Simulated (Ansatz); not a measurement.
# GeSiH5Cl (SMILES Cl[SiH2][GeH3]) at HF/cc-pVDZ

What is the vertical singlet–triplet gap of GeSiH5Cl at HF/cc-pVDZ? 

Program for the calculation: Ansatz 0.2.0.

62 further runs of the same task are left out: 62 set aside as unsound or not needed.

## Step 1: The molecule

GeSiH5Cl: 8 atoms, total charge 0, spin state singlet. As SMILES, `Cl[SiH2][GeH3]`. The shape is that of a PBE0-D4/def2-TZVP optimisation.

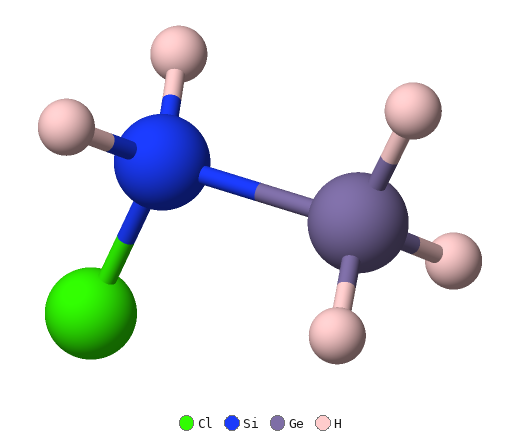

Viewed from a chosen angle; chlorine green, silicon blue, germanium purple, hydrogen pink.

## Step 2: A single-point energy at HF/cc-pVDZ

run.yaml

```yaml
crystal:
  periodic: [false, false, false]
  atoms:
    - {symbol: Cl, position_ang: [-2.290300, 1.217200, -0.310600]}
    - {symbol: Si, position_ang: [-0.414100, 0.602600, -0.906900]}
    - {symbol: Ge, position_ang: [0.581500, -0.662200, 0.842700]}
    - {symbol: H, position_ang: [-0.573600, -0.206400, -2.140800]}
    - {symbol: H, position_ang: [0.380700, 1.815700, -1.222200]}
    - {symbol: H, position_ang: [0.711200, 0.201700, 2.106100]}
    - {symbol: H, position_ang: [1.981500, -1.135500, 0.415600]}
    - {symbol: H, position_ang: [-0.284600, -1.890300, 1.160200]}
basis:
  gaussian:
    orbitals: cc-pVDZ
accuracy: high
hamiltonian:
  xc: hf
output: {orbitals: {seedname: orbitals}}
```

On the command line:

```bash
$ ansatz run run.yaml --threads 1 --pin off --max-ram 3480MiB --events-out events.jsonl --progress --plain --runs-dir runs
```

The log of the run:

```text
Warning: RAYON_NUM_THREADS=1 ignored (pool sized by the plan → 1); use --threads N
Functional definition: HF
  name "HF"
  exchange = exact_x
  correlation = 0
2044 factors; integrals over basis functions are off by at most 4.4e-9 eV
mean field evaluation 1: about -76917.8823 eV, gradient 1.5e1 eV
mean field evaluation 2: about -76917.8975 eV, gradient 1.5e1 eV
mean field evaluation 4: about -76919.0071 eV, gradient 1.7e0 eV
mean field evaluation 8: about -76919.0207 eV, gradient 1.8e-4 eV
mean field -76919.02065385 eV, -2826.7218714443 hartree, gradient 1.7e-8 eV, S^2 0.000000; 0 other end points of the search recorded, 0 dependent functions left out
reference -76919.02065385 eV, -2826.7218714443 hartree; 34, 34 occupied and 54, 54 virtual orbitals, 2044 factors
Total energy: -76919.02065385 eV, -2826.7218714443 hartree
```

Wall time 5.1 s (1 thread of Arm Neoverse V1, shared host); peak memory 0.3 GiB.

## Step 3: The triplet, same level

job.yaml

```yaml
crystal:
  periodic: [false, false, false]
  atoms:
    - {symbol: Cl, position_ang: [-2.290300, 1.217200, -0.310600]}
    - {symbol: Si, position_ang: [-0.414100, 0.602600, -0.906900]}
    - {symbol: Ge, position_ang: [0.581500, -0.662200, 0.842700]}
    - {symbol: H, position_ang: [-0.573600, -0.206400, -2.140800]}
    - {symbol: H, position_ang: [0.380700, 1.815700, -1.222200]}
    - {symbol: H, position_ang: [0.711200, 0.201700, 2.106100]}
    - {symbol: H, position_ang: [1.981500, -1.135500, 0.415600]}
    - {symbol: H, position_ang: [-0.284600, -1.890300, 1.160200]}
basis:
  gaussian: {orbitals: cc-pVDZ}
magnetization: {spin_polarized: true, initial_magnetization: 2}
hamiltonian: {xc: hf}
accuracy: high
output: {orbitals: {seedname: orbitals}}
```

On the command line:

```bash
$ ansatz run job.yaml --threads 1 --pin off --max-ram 3480MiB --events-out events.jsonl --progress --plain --runs-dir runs
```

The log of the run, shortened:

```text
Warning: RAYON_NUM_THREADS=1 ignored (pool sized by the plan → 1); use --threads N
[... 2 set-up lines as earlier in the session ...]
[...]
2044 factors; integrals over basis functions are off by at most 4.4e-9 eV
[...]
mean field -76912.66458332 eV, -2826.4882901604 hartree, gradient 2.8e-8 eV, S^2 2.011337; 3 other end points of the search recorded, 0 dependent functions left out
reference -76912.66458332 eV, -2826.4882901604 hartree; 35, 33 occupied and 53, 55 virtual orbitals, 2044 factors
Total energy: -76912.66458332 eV, -2826.4882901604 hartree
```

It took 20 s on 1 thread of Arm Neoverse V1, shared host; peak memory 0.42 GiB.

## Step 4: Results

At HF/cc-pVDZ:

| quantity | value |
| --- | --- |
| singlet: total energy | -2826.72187 Eh |
| singlet: HOMO energy | -10.82 eV |
| singlet: LUMO energy | 3.06 eV |
| singlet: HOMO–LUMO gap | 13.88 eV |
| triplet: total energy | -2826.48829 Eh |
| triplet: HOMO energy (highest over α and β) | -4.24 eV |
| triplet: LUMO energy (lowest over α and β) | -2.69 eV |
| triplet: ⟨S²⟩ | 2.011 |
| vertical energy of the triplet above the singlet | 6.356 eV |

At this shape the triplet lies 6.36 eV (147 kcal/mol) above the singlet.
